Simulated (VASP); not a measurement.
Band structure of Na2S (antifluorite). Computed with PBE GGA, VASP's PBE PAW potentials (set 64) (plane waves; VASP 6.6.1).

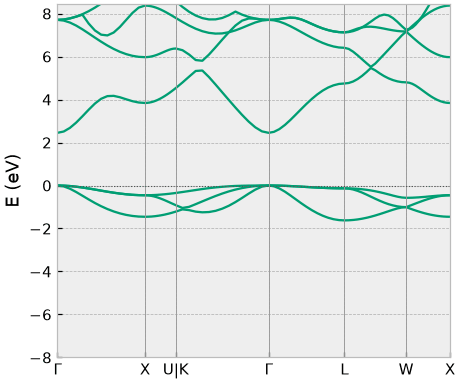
*Bands along high-symmetry lines, zero at the valence-band maximum or, without a gap, the Fermi level*

### Question
Read the plot: is there a gap, and where are the band edges?

### Answer
The gap is direct, 2.45 eV, from the valence maximum at Γ to the conduction minimum at Γ. (Edges off the drawn lines would not show.)

The compound is Na2S in the antifluorite structure. It was relaxed first.
